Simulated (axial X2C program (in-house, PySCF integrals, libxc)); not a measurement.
**RhSe⁻: properties at the nuclei**

Wanted for RhSe⁻: properties at the nuclei, at the two-component level.

The runs use an in-house X2C program for linear molecules on PySCF integrals; two-component X2C with atomic mean-field terms, Rh dyall-acv3z, Se dyall-acv3z.

All values are calculated.

## Step 1: Input

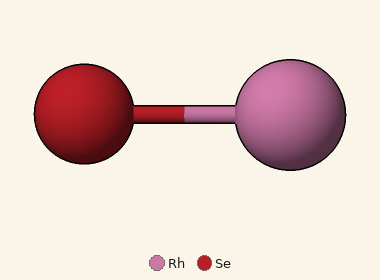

The two atoms at 2.170 Å (rhodium pink, selenium red).

The input, task.json:

```json
{"zs": [45, 34], "q": -1, "bas": ["dyall-acv3z", "dyall-acv3z"], "r0": 2.17, "levels": ["PBE0", "HF", "BP86", "PBE", "TPSSh"], "nst": 3}
```

Keys: zs atomic numbers; q charge; bas basis sets; r0 starting distance in Å; levels methods (HF also brings MP2); nst determinants followed.

The run is started by

```sh
$ python soeom.py task.json out
```

Nuclei are Gaussian, cores are contracted, and the Gaunt term is on.

## Step 2: Expectation values, lowest determinant

R = 2.222 Å. State: Ω = 1 (excess of +ω over −ω: ω = -1/2, ω = 3/2).

Output of the PBE0 run:

```text
two-component X2C + atomic mean field  PBE0
basis functions 277  fitting functions 1377  grid points 5800
iter        total energy     max residual
   1      -7196.035571072     5.80e+01
   2      -7199.946268171     5.36e+01
   3      -7203.282389933     4.53e+01
   4      -7205.318249035     3.73e+01
   5      -7207.398526337     2.65e+01
   6      -7209.445982180     1.12e+01
   7      -7209.769551040     6.17e+00
   8      -7209.953191389     3.71e+00
   9      -7210.029631267     3.23e+00
  10      -7210.152639420     2.04e+00
  11      -7210.205156807     2.33e+00
  12      -7210.259976693     1.89e+00
  13      -7210.285958085     4.76e-01
  14      -7210.302667147     8.01e-01
  15      -7210.312882476     7.91e-01
  16      -7210.321724546     7.57e-01
  17      -7210.328744957     4.65e-01
  18      -7210.337570167     3.79e-01
  19      -7210.344412236     2.67e-01
  20      -7210.347281657     3.28e-01
  21      -7210.349113777     2.18e-01
  22      -7210.350562235     1.48e-01
  23      -7210.351545489     1.24e-01
  24      -7210.352189655     8.06e-02
  25      -7210.352657756     6.96e-02
  26      -7210.352894088     1.33e-01
  27      -7210.353043906     4.90e-02
  28      -7210.353089085     3.78e-02
  29      -7210.353108144     1.83e-02
  30      -7210.353120880     1.35e-02
  31      -7210.353134308     8.58e-03
  32      -7210.353146868     8.64e-03
  33      -7210.353154148     1.59e-02
  34      -7210.353162169     8.00e-03
  35      -7210.353167816     4.03e-03
  36      -7210.353170389     4.21e-03
  37      -7210.353173483     6.82e-03
  38      -7210.353175618     3.72e-03
  39      -7210.353177633     3.88e-03
  40      -7210.353179394     5.28e-03
  41      -7210.353180705     3.71e-03
  42      -7210.353181878     3.30e-03
  43      -7210.353182776     3.07e-03
  44      -7210.353183514     2.96e-03
  45      -7210.353184210     3.32e-03
  46      -7210.353184654     1.55e-03
  47      -7210.353184922     8.80e-04
  48      -7210.353185158     1.25e-03
  49      -7210.353185375     1.38e-03
  50      -7210.353185529     1.85e-03
  51      -7210.353185657     5.60e-04
  52      -7210.353185783     1.58e-03
  53      -7210.353185919     1.13e-03
  54      -7210.353186027     1.79e-03
  55      -7210.353186099     7.43e-04
  56      -7210.353186149     1.35e-03
  57      -7210.353186193     8.02e-04
  58      -7210.353186233     6.19e-04
  59      -7210.353186262     6.62e-04
  60      -7210.353186276     4.81e-04
  61      -7210.353186284     2.74e-04
  62      -7210.353186287     1.55e-04
  63      -7210.353186289     1.38e-04
  64      -7210.353186289     1.04e-04
  65      -7210.353186290     1.02e-04
  66      -7210.353186291     1.18e-04
  67      -7210.353186291     5.27e-05
  68      -7210.353186291     4.63e-05
  69      -7210.353186292     6.41e-05
  70      -7210.353186292     4.57e-05
  71      -7210.353186292     1.28e-05
  72      -7210.353186292     6.73e-07
converged
one-electron -10714.74154299  Coulomb 3371.47429415  exact exchange -56.09451065  xc functional -172.04742558  nuclear repulsion 364.37494721  atomic mean-field constant -3.31894842
```

The highest occupied spinor is 37% Rh d, 30% Rh s, 29% Se p.

```tsv
level	Eeff magnitude (GV/cm)	Ws magnitude Rh (kHz)	A∥/gI Rh (MHz)	qzz Rh (a.u.)	A∥/gI Se (MHz)	qzz Se (a.u.)
PBE0	1.18	0.34	-71.6	3.70	-162	0.71
HF	3.28	1.54	537	3.07	-24.9	2.98
BP86	0.831	0.166	-18	3.97	-209	0.42
PBE	0.968	0.238	-47.8	3.92	-218	0.38
TPSSh	0.702	0.0708	12.9	3.70	-177	0.62
```

Eeff is the effective electric field on the electron dipole moment in this Ω state and Ws the scalar–pseudoscalar constant (defined with the proton number Z and per Ω); A∥ is the parallel hyperfine constant, which follows by multiplying with the nuclear g factor gI = μI/(I μN); qzz is the electric field gradient, eQq0 = 234.96 MHz × Q/barn × qzz. The operators were transformed with the bare-nucleus X2C matrices.

## Step 3: Expectation values, a higher determinant

R = 2.222 Å. State: Ω = 4 (excess of +ω over −ω: ω = 3/2, ω = 5/2), 0.20 eV above the lowest in the PBE0 search for states (made at or near this distance, with looser thresholds).

Output of the PBE0 run:

```text
two-component X2C + atomic mean field  PBE0
basis functions 277  fitting functions 1377  grid points 5800
iter        total energy     max residual
   1      -7195.838404517     5.85e+01
   2      -7199.772349770     5.40e+01
   3      -7203.178895735     4.57e+01
   4      -7205.270988233     3.76e+01
   5      -7207.378268135     2.66e+01
   6      -7209.519716541     9.29e+00
   7      -7209.789366970     5.02e+00
   8      -7209.954542906     4.29e+00
   9      -7210.001725204     4.07e+00
  10      -7210.145266828     2.16e+00
  11      -7210.194922065     2.28e+00
  12      -7210.251938045     1.76e+00
  13      -7210.278902729     6.41e-01
  14      -7210.292494569     9.53e-01
  15      -7210.304669044     8.01e-01
  16      -7210.313298126     7.08e-01
  17      -7210.320751434     5.48e-01
  18      -7210.330627815     2.69e-01
  19      -7210.338207547     4.15e-01
  20      -7210.340738798     3.84e-01
  21      -7210.343268323     2.06e-01
  22      -7210.344778340     1.85e-01
  23      -7210.345751311     1.60e-01
  24      -7210.346408658     1.25e-01
  25      -7210.346834640     7.73e-02
  26      -7210.347176625     7.26e-02
  27      -7210.347350618     6.91e-02
  28      -7210.347400626     6.08e-02
  29      -7210.347435061     1.79e-02
  30      -7210.347446979     1.33e-02
  31      -7210.347457350     1.27e-02
  32      -7210.347468031     2.10e-02
  33      -7210.347473538     1.55e-02
  34      -7210.347480056     1.03e-02
  35      -7210.347488352     9.71e-03
  36      -7210.347491526     6.56e-03
  37      -7210.347495361     8.42e-03
  38      -7210.347498713     5.14e-03
  39      -7210.347501406     8.06e-03
  40      -7210.347504454     5.33e-03
  41      -7210.347507149     3.70e-03
  42      -7210.347509086     3.40e-03
  43      -7210.347510460     3.39e-03
  44      -7210.347511479     5.36e-03
  45      -7210.347512356     2.08e-03
  46      -7210.347512887     2.22e-03
  47      -7210.347513155     1.97e-03
  48      -7210.347513306     1.54e-03
  49      -7210.347513418     1.05e-03
  50      -7210.347513491     5.41e-04
  51      -7210.347513528     8.61e-04
  52      -7210.347513550     5.04e-04
  53      -7210.347513564     3.49e-04
  54      -7210.347513576     3.26e-04
  55      -7210.347513582     3.08e-04
  56      -7210.347513586     2.54e-04
  57      -7210.347513588     2.50e-04
  58      -7210.347513589     9.90e-05
  59      -7210.347513589     1.14e-04
  60      -7210.347513590     4.79e-05
  61      -7210.347513590     3.88e-05
  62      -7210.347513591     5.52e-05
  63      -7210.347513591     2.55e-05
  64      -7210.347513591     3.92e-05
  65      -7210.347513591     3.27e-05
  66      -7210.347513591     1.41e-05
  67      -7210.347513591     3.04e-05
  68      -7210.347513591     1.23e-05
  69      -7210.347513591     6.86e-06
converged
one-electron -10713.73334710  Coulomb 3370.44378402  exact exchange -56.09343158  xc functional -172.02051772  nuclear repulsion 364.37494721  atomic mean-field constant -3.31894842
```

The highest occupied spinor is 52% Se p, 32% Rh d, 11% Rh p.

```tsv
level	Eeff magnitude (GV/cm)	Ws magnitude Rh (kHz)	A∥/gI Rh (MHz)	qzz Rh (a.u.)	A∥/gI Se (MHz)	qzz Se (a.u.)
PBE0	0.727	0.0464	312	-1.01	61.5	1.33
HF	0.179	0.0326	406	-1.42	9.85	2.50
BP86	0.521	0.0246	321	-0.72	70.9	1.44
PBE	0.561	0.0297	319	-0.76	67.9	1.39
TPSSh	0.495	0.016	320	-0.99	65.1	1.33
```

## Step 4: Expectation values, a higher determinant

R = 2.222 Å. State: Ω = 2 (excess of +ω over −ω: ω = -1/2, ω = 5/2), 0.45 eV above the lowest in the PBE0 search for states (made at or near this distance, with looser thresholds).

Output of the PBE0 run:

```text
two-component X2C + atomic mean field  PBE0
basis functions 277  fitting functions 1377  grid points 5800
iter        total energy     max residual
   1      -7195.836117486     5.84e+01
   2      -7199.769354496     5.40e+01
   3      -7203.175801978     4.57e+01
   4      -7205.260572959     3.76e+01
   5      -7207.364402993     2.66e+01
   6      -7209.520603273     8.26e+00
   7      -7209.774206293     4.47e+00
   8      -7209.943800533     4.54e+00
   9      -7209.989984598     4.66e+00
  10      -7210.134879368     2.26e+00
  11      -7210.183587907     2.24e+00
  12      -7210.241310280     1.71e+00
  13      -7210.268579531     6.56e-01
  14      -7210.283075395     9.70e-01
  15      -7210.295284554     8.50e-01
  16      -7210.304816958     6.98e-01
  17      -7210.312001270     5.07e-01
  18      -7210.321757390     3.25e-01
  19      -7210.329381145     2.91e-01
  20      -7210.332040565     4.39e-01
  21      -7210.334154359     2.45e-01
  22      -7210.335681751     1.73e-01
  23      -7210.336675447     1.20e-01
  24      -7210.337236605     1.66e-01
  25      -7210.337648409     9.94e-02
  26      -7210.337972604     7.31e-02
  27      -7210.338158721     4.18e-02
  28      -7210.338201448     3.49e-02
  29      -7210.338222639     2.24e-02
  30      -7210.338234625     1.59e-02
  31      -7210.338245676     1.17e-02
  32      -7210.338256600     1.22e-02
  33      -7210.338262409     1.06e-02
  34      -7210.338269999     1.07e-02
  35      -7210.338277601     5.12e-03
  36      -7210.338281515     4.58e-03
  37      -7210.338283600     7.76e-03
  38      -7210.338286776     8.10e-03
  39      -7210.338289850     5.15e-03
  40      -7210.338293241     5.60e-03
  41      -7210.338295397     5.69e-03
  42      -7210.338296991     5.27e-03
  43      -7210.338298410     2.84e-03
  44      -7210.338299480     2.84e-03
  45      -7210.338300143     2.98e-03
  46      -7210.338300537     1.52e-03
  47      -7210.338300732     1.42e-03
  48      -7210.338300862     1.15e-03
  49      -7210.338300952     1.47e-03
  50      -7210.338301005     8.19e-04
  51      -7210.338301034     5.40e-04
  52      -7210.338301051     5.52e-04
  53      -7210.338301064     8.49e-04
  54      -7210.338301073     3.09e-04
  55      -7210.338301079     3.38e-04
  56      -7210.338301081     2.83e-04
  57      -7210.338301083     1.32e-04
  58      -7210.338301084     1.23e-04
  59      -7210.338301085     1.02e-04
  60      -7210.338301086     7.44e-05
  61      -7210.338301086     1.26e-04
  62      -7210.338301087     6.90e-05
  63      -7210.338301087     2.77e-05
  64      -7210.338301087     4.22e-05
  65      -7210.338301087     3.47e-05
  66      -7210.338301087     6.25e-05
  67      -7210.338301087     2.30e-05
  68      -7210.338301087     4.92e-05
  69      -7210.338301087     3.49e-05
  70      -7210.338301087     2.73e-05
  71      -7210.338301087     5.47e-06
  72      -7210.338301087     2.71e-07
converged
one-electron -10713.61722136  Coulomb 3370.33119981  exact exchange -56.08975325  xc functional -172.01852507  nuclear repulsion 364.37494721  atomic mean-field constant -3.31894842
```

The highest occupied spinor is 50% Se p, 33% Rh d, 12% Rh p.

```tsv
level	Eeff magnitude (GV/cm)	Ws magnitude Rh (kHz)	A∥/gI Rh (MHz)	qzz Rh (a.u.)	A∥/gI Se (MHz)	qzz Se (a.u.)
PBE0	0.987	0.163	279	-0.97	-262	1.11
HF	1.01	0.315	222	-1.24	-34.8	1.99
BP86	0.678	0.0846	329	-0.65	-280	1.34
PBE	0.714	0.0942	328	-0.69	-280	1.29
TPSSh	0.673	0.0779	310	-0.93	-265	1.20
```

## Step 5: What came out

| quantity | value |
| --- | --- |
| lowest determinant | Ω = 1 (excess of +ω over −ω: ω = -1/2, ω = 3/2) |
| Eeff magnitude (GV/cm), PBE0 | 1.18 |
| Ws magnitude Rh (kHz), PBE0 | 0.34 |
| A∥/gI Rh (MHz), PBE0 | -71.6 |
| qzz Rh (a.u.), PBE0 | 3.70 |
| higher determinant | Ω = 4 (excess of +ω over −ω: ω = 3/2, ω = 5/2) |
| Eeff magnitude (GV/cm), PBE0, higher determinant | 0.727 |
| Ws magnitude Rh (kHz), PBE0, higher determinant | 0.0464 |
| A∥/gI Rh (MHz), PBE0, higher determinant | 312 |
| qzz Rh (a.u.), PBE0, higher determinant | -1.01 |
| higher determinant | Ω = 2 (excess of +ω over −ω: ω = -1/2, ω = 5/2) |
| Eeff magnitude (GV/cm), PBE0, higher determinant | 0.987 |
| Ws magnitude Rh (kHz), PBE0, higher determinant | 0.163 |
| A∥/gI Rh (MHz), PBE0, higher determinant | 279 |
| qzz Rh (a.u.), PBE0, higher determinant | -0.97 |

What this shows: In the first state, the effective field runs from 0.702 to 3.28 GV/cm over the mean-field levels, so the levels don't agree on it. The expectation values come from single determinants, which for open shells can mix terms of unlike spin or miss the lowest Ω, so a determinant need not be a state. Eeff is the effective electric field on the electron dipole moment in this Ω state and Ws the scalar–pseudoscalar constant (defined with the proton number Z and per Ω); A∥ is the parallel hyperfine constant, which follows by multiplying with the nuclear g factor gI = μI/(I μN); qzz is the electric field gradient, eQq0 = 234.96 MHz × Q/barn × qzz. The operators were transformed with the bare-nucleus X2C matrices.
